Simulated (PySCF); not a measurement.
**MoNH3O3 (SMILES [NH2][Mo](=[O])(=[O])[OH]) at 6 levels**

We compute a comparison of 6 runs (HF/STO-3G, HF/3-21G, HF/def2-SVP, CAM-B3LYP/def2-SVP, PBE0/def2-SVP, r2SCAN/def2-SVP) of MoNH3O3. Input form: a Python script.

Program for the calculation: PySCF 2.14.0.

## 1. The molecule

MoNH3O3: 8 atoms, total charge 0, spin state singlet. SMILES: `[NH2][Mo](=[O])(=[O])[OH]`. The shape is that of a PBE0-D4/def2-TZVP optimisation. This is one conformer, not always the lowest.

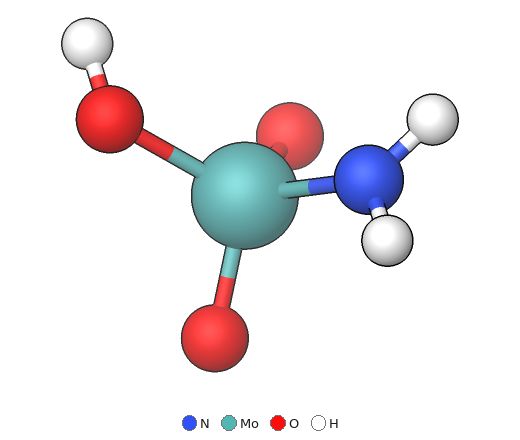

Viewed from a chosen angle; nitrogen blue, molybdenum teal, oxygen red, hydrogen white.

## 2. Energy and gradient at HF/STO-3G (run 1)

Input file calc.py:

```python
import pyscf.grad
from pyscf import gto, scf

mol = gto.M(
    atom='''
N      0.344100     0.984300     0.964600
Mo     0.280600    -0.362500    -0.407200
O      1.545600    -1.435300    -0.146300
O      0.412600     0.407300    -1.894400
O     -1.337600    -1.314700    -0.318800
H      0.120100     1.954900     0.804600
H      0.796200     0.846500     1.856100
H     -2.069600    -1.137600    -0.914500
''',
    basis='sto-3g',
    max_memory=1860,
    charge=0,
    verbose=4,
)

mf = scf.RHF(mol)
mf.conv_tol = 1e-10
mf.kernel()
if not mf.converged:
    mf = mf.newton().run(mf.mo_coeff, mf.mo_occ)

e_tot = mf.e_tot
print(f'total energy: {e_tot:.8f} hartree')
grad = mf.Gradients().kernel()
mf.analyze()
```

Command:

```
$ OMP_NUM_THREADS=1 python calc.py
```

The log of the run:

```text
PySCF version 2.14.0

[... 75 lines left out ...]
total energy: -4213.10576293 hartree
[... 20 lines left out ...]
MO #1   energy= -713.835671505134  occ= 2
[... 6 lines left out ...]
MO #8   energy= -20.2183478128808  occ= 2
[... 6 lines left out ...]
MO #15  energy= -8.96040419282204  occ= 2
[... 6 lines left out ...]
MO #22  energy= -1.90235486720048  occ= 2
[... 6 lines left out ...]
MO #29  energy= -0.508546706726139 occ= 2
[... 6 lines left out ...]
MO #36  energy= -0.337573991865759 occ= 2
[... 6 lines left out ...]
MO #43  energy= 0.320287068461114  occ= 0
[... 6 lines left out ...]
MO #50  energy= 0.798812182626806  occ= 0
[... 61 lines left out ...]
Dipole moment(X, Y, Z, Debye): -1.38578,  1.55306,  0.76800
```

It took 13 s on 1 thread of Intel Xeon at 2.50GHz (Skylake/Cascade Lake), shared host; peak memory 0.12 GiB.

## 3. Energy and forces at HF/3-21G (run 2)

Input file run.py:

```python
import pyscf.grad
from pyscf import gto, scf

system = gto.Mole()
system.atom = '''
N        0.344100       0.984300       0.964600
Mo       0.280600      -0.362500      -0.407200
O        1.545600      -1.435300      -0.146300
O        0.412600       0.407300      -1.894400
O       -1.337600      -1.314700      -0.318800
H        0.120100       1.954900       0.804600
H        0.796200       0.846500       1.856100
H       -2.069600      -1.137600      -0.914500
'''
system.verbose = 4
system.max_memory = 1860
system.basis = '3-21g'
system.build()

calc0 = scf.RHF(system)
calc0.conv_tol = 1e-10
calc0.kernel()
if not calc0.converged:
    calc0 = calc0.newton().run(calc0.mo_coeff, calc0.mo_occ)

energy = calc0.e_tot
print('E = %.10f Eh' % energy)
grad = calc0.Gradients().kernel()
calc0.analyze()
```

Command:

```
$ OMP_NUM_THREADS=1 python run.py
```

The log of the run:

```text
PySCF version 2.14.0

[... 95 lines left out ...]
Two-electron Energy =                 2106.001572315627072
[... 11 lines left out ...]
MO #8   energy= -20.4792858116997  occ= 2
[... 9 lines left out ...]
MO #18  energy= -9.76639880949578  occ= 2
[... 9 lines left out ...]
MO #28  energy= -0.695215006478767 occ= 2
[... 9 lines left out ...]
MO #38  energy= -0.423842587445524 occ= 2
[... 9 lines left out ...]
MO #48  energy= 0.298519414112322  occ= 0
[... 9 lines left out ...]
MO #58  energy= 1.06732024552146   occ= 0
[... 9 lines left out ...]
MO #68  energy= 1.88885416378853   occ= 0
[... 9 lines left out ...]
MO #78  energy= 3.19743731733471   occ= 0
[... 89 lines left out ...]
Dipole moment(X, Y, Z, Debye): -2.19682,  2.74083,  1.65394
```

Wall time 13 s (1 thread of Intel Xeon at 2.50GHz (Skylake/Cascade Lake), shared host); peak memory 0.15 GiB.

Run 3 isn't shown in full; the table further down has it.

## 4. Energy and gradient at CAM-B3LYP/def2-SVP (core potential) (run 4)

Input file run.py:

```python
from pyscf import gto, dft

mol = gto.M(
    atom='''
N        0.344100       0.984300       0.964600
Mo       0.280600      -0.362500      -0.407200
O        1.545600      -1.435300      -0.146300
O        0.412600       0.407300      -1.894400
O       -1.337600      -1.314700      -0.318800
H        0.120100       1.954900       0.804600
H        0.796200       0.846500       1.856100
H       -2.069600      -1.137600      -0.914500
''',
    ecp={'Mo': 'def2-svp'},
    verbose=4,
    basis='def2-svp',
    max_memory=1860,
)

mf = dft.RKS(mol, xc='cam-b3lyp')
mf.conv_tol = 1e-10
mf.grids.level = 5
mf.kernel()
if not mf.converged:
    mf = mf.newton().run(mf.mo_coeff, mf.mo_occ)

etot = mf.e_tot
print(f'total energy: {etot:.8f} hartree')
grad = mf.nuc_grad_method().kernel()
mf.analyze()
```

Command:

```
$ OMP_NUM_THREADS=1 python run.py
```

The log of the run:

```text
PySCF version 2.14.0

[... 102 lines left out ...]
Two-electron Energy =                  376.117874749180544
[... 14 lines left out ...]
MO #11  energy= -0.973289651991946 occ= 2
[... 12 lines left out ...]
MO #24  energy= -0.355906406085687 occ= 2
[... 12 lines left out ...]
MO #37  energy= 0.248316568856161  occ= 0
[... 12 lines left out ...]
MO #50  energy= 0.888586525617058  occ= 0
[... 12 lines left out ...]
MO #63  energy= 1.30640115070877   occ= 0
[... 12 lines left out ...]
MO #76  energy= 1.81516952539607   occ= 0
[... 12 lines left out ...]
MO #89  energy= 2.79544862988825   occ= 0
[... 12 lines left out ...]
MO #102 energy= 38.8716137737399   occ= 0
[... 113 lines left out ...]
Dipole moment(X, Y, Z, Debye): -2.30849,  2.39771,  1.85374
```

Run time: 2.4 min. Hardware: 1 thread of Intel Xeon at 2.50GHz (Skylake/Cascade Lake), shared host; peak memory 1 GiB.

Run 5 isn't shown in full; the table further down has it.

## 5. Energy and gradient at r2SCAN/def2-SVP (core potential) (run 6)

Input file calc.py:

```python
from pyscf import gto, dft

molecule = gto.Mole()
molecule.atom = '''
N    0.344100   0.984300   0.964600
Mo   0.280600  -0.362500  -0.407200
O    1.545600  -1.435300  -0.146300
O    0.412600   0.407300  -1.894400
O   -1.337600  -1.314700  -0.318800
H    0.120100   1.954900   0.804600
H    0.796200   0.846500   1.856100
H   -2.069600  -1.137600  -0.914500
'''
molecule.ecp = {'Mo': 'def2-svp'}
molecule.verbose = 4
molecule.spin = 0
molecule.basis = 'def2-svp'
molecule.max_memory = 1860
molecule.build()

ks = dft.RKS(molecule, xc='r2scan')
ks.conv_tol = 1e-10
ks.grids.level = 5
ks.kernel()
if not ks.converged:
    ks = ks.newton().run(ks.mo_coeff, ks.mo_occ)

etot = ks.e_tot
print('E(%s) = %.9f' % ('R2SCAN', etot))
grad = ks.nuc_grad_method().kernel()
dip = ks.dip_moment()
pop, q = ks.mulliken_pop()
```

Command:

```
$ OMP_NUM_THREADS=1 python calc.py
```

The log of the run:

```text
PySCF version 2.14.0

[... 87 lines left out ...]
converged SCF energy = -350.278491466751
[... 13 lines left out ...]
Dipole moment(X, Y, Z, Debye): -2.31943,  2.36417,  1.85410
[... 111 lines left out ...]
charge of    7H =      0.23461
```

Run time: 2.2 min. Hardware: 1 thread of Intel Xeon at 2.50GHz (Skylake/Cascade Lake), shared host; peak memory 1 GiB.

## 6. Overview of the runs

```tsv
run	level	core potential	integration grid	energy (Eh)	dipole moment (D)	HOMO energy (eV)	LUMO energy (eV)	wall time
1	HF/STO-3G	–	–	-4213.105763	2.22	-8.31	5.91	13 s
2	HF/3-21G	–	–	-4235.797296	3.88	-11.53	1.13	13 s
3	HF/def2-SVP (core potential)	def2-svp	–	-348.123621	4.14	-12.02	1.56	31 s
4	CAM-B3LYP/def2-SVP (core potential)	def2-svp	5	-350.206983	3.81	-9.68	-0.74	2.4 min
5	PBE0/def2-SVP (core potential)	def2-svp	5	-350.041799	3.82	-8.33	-1.92	84 s
6	r2SCAN/def2-SVP (core potential)	def2-svp	5	-350.278491	3.80	-7.21	-2.68	2.2 min
```

## 7. Summary of results

| quantity | value |
| --- | --- |
| run 6: total energy | -350.27849 Eh |
| run 6: dipole moment | 3.80 D |
| run 6: HOMO energy | -7.21 eV |
| run 6: LUMO energy | -2.68 eV |
| run 6: HOMO–LUMO gap | 4.53 eV |
| run 6: largest force on an atom | 0.773 eV/Å |

The dipole moment (its size) runs from 2.22 D (HF/STO-3G) to 4.14 D (HF/def2-SVP). The two ends differ in basis and core potential. The HOMO–LUMO gap runs from 4.53 eV (r2SCAN/def2-SVP) to 14.22 eV (HF/STO-3G). The two ends differ in method and basis and core potential. Totals of different functionals can't be ranked against each other. Some runs of one species differ in core potentials or relativity; totals across that change don't compare. In run 1 the basis is minimal, so the values are rough. In runs 1, 2 relativity is left out where basis or elements ask for it. All runs together took 7 min, the longest 2.4 min.
